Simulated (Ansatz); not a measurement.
**C₂H₆OSi: density, localisation and related maps**

```yaml
atoms:
  - { symbol: C, position_ang: [-0.4276, 1.2418, -0.7712] }
  - { symbol: O, position_ang: [0.9091, 1.0646, -0.4294] }
  - { symbol: Si, position_ang: [1.7281, -0.1400, 0.3910] }
  - { symbol: C, position_ang: [0.3025, -1.3439, 0.7949] }
  - { symbol: H, position_ang: [-0.5284, 1.3510, -1.8755] }
  - { symbol: H, position_ang: [-1.0798, 0.3968, -0.4442] }
  - { symbol: H, position_ang: [-0.8194, 2.1788, -0.3129] }
  - { symbol: H, position_ang: [-0.2127, -1.7091, -0.1249] }
  - { symbol: H, position_ang: [-0.4764, -0.8613, 1.4318] }
  - { symbol: H, position_ang: [0.6874, -2.2300, 1.3435] }
```

Level of theory: Ansatz 0.2.0, RKS LDA/def2-SVP.

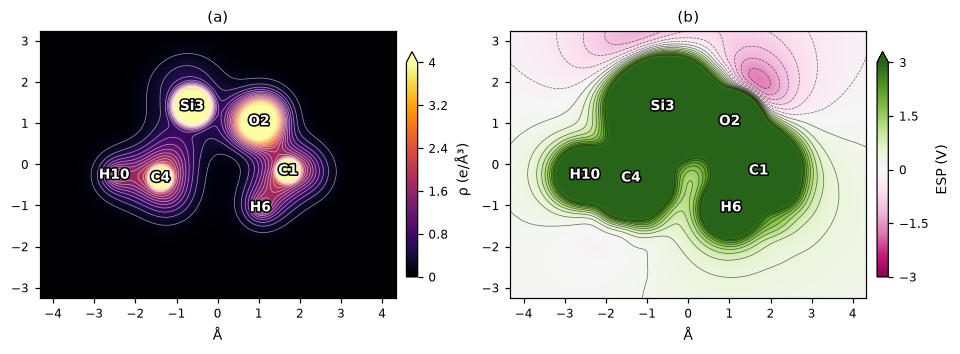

Figure 1. (a) electron density; (b) electrostatic potential on the plane of atoms O2, C1 and H6.

What does the map show?

Answer. Atoms in the plane: C, O, Si and H. C–O (1.39 Å): ρ is about 2.1 e/Å³ halfway, with its minimum of 1.8 e/Å³ about 0.5 Å from C. Si–O (1.67 Å): the density is about 1 e/Å³ at the midpoint. C–Si (1.91 Å): the density is about 0.9 e/Å³ at the midpoint. C–H (1.11 Å): ρ at the midpoint is about 1.8 e/Å³. Outside the dense part of the molecule the potential is most negative (−1.7 V) near O2.

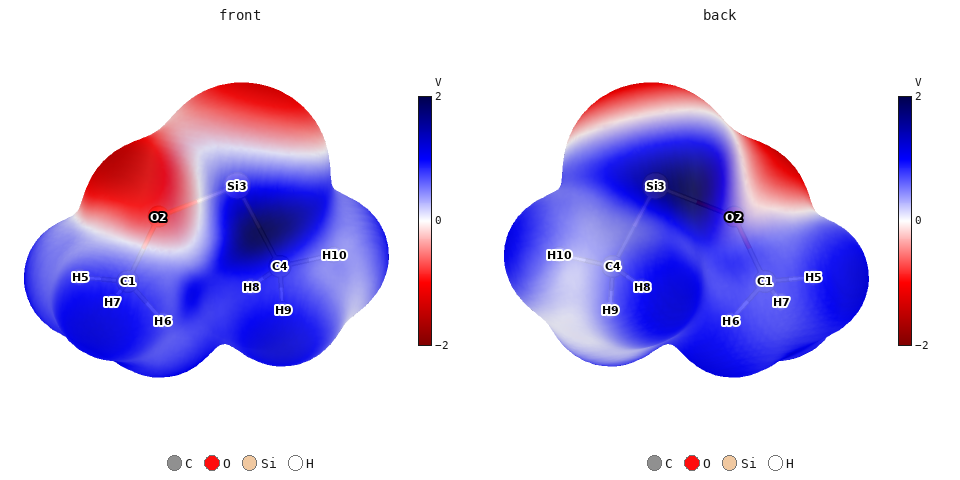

Figure 2. The electrostatic potential painted on the density surface at 0.004 e/bohr³, seen from the front and from behind; the colour scale runs from red (negative) to blue (positive).

Describe the electrostatic potential map.

Answer. The most negative region (about −1.5 V) lies over O2, the most positive (about +1.9 V) over Si3. O2 is the likeliest acceptor of a hydrogen bond.

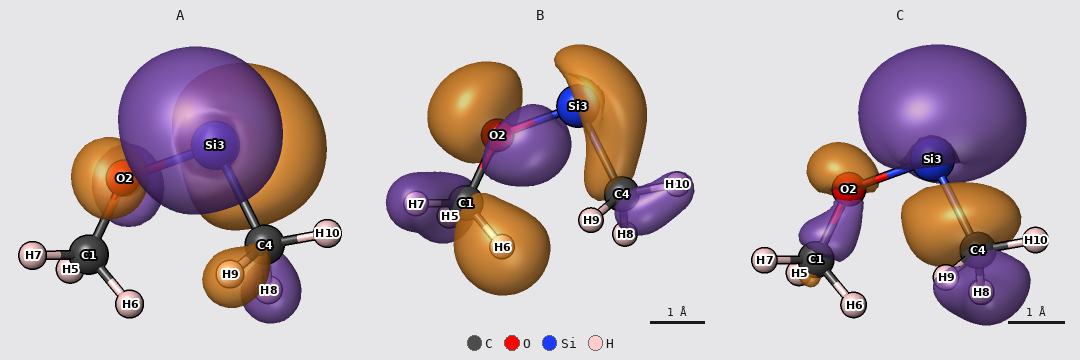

Figure 3. Three frontier orbitals at ±0.1 Å⁻³ᐟ² (orange and purple are the two phases), in no order.

Order the three orbitals by energy and name them.

Answer. B is the HOMO−1 (−7.09 eV). It lies mainly on O2 (about 50 %), Si3 (about 15 %), C1 (about 15 %) and H6 (about 10 %). C is the HOMO (−5.12 eV). It lies mainly on Si3 (about 65 %), C4 (about 20 %) and O2 (about 5 %). A is the LUMO (−2.42 eV). It lies mainly on Si3 (about 75 %) and O2 (about 10 %).

What is the HOMO–LUMO gap?

Answer. 2.70 eV between the orbital energies.

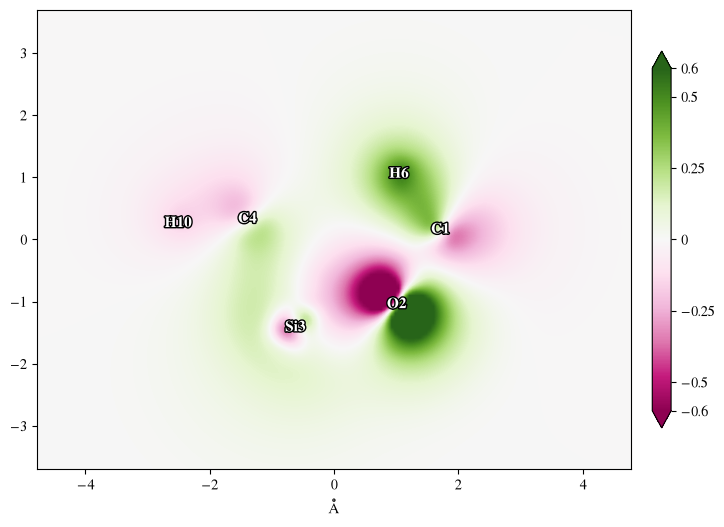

Figure 4. The HOMO−1 on the plane of atoms C1, O2 and Si3 (values in Å⁻³ᐟ²; the overall sign is arbitrary).

Where does this orbital lie, and at what energy?

Answer. By Hirshfeld shares it lies mainly on O2 (about 50 %), Si3 (about 15 %), C1 (about 15 %) and H6 (about 10 %). Its energy is −7.09 eV.
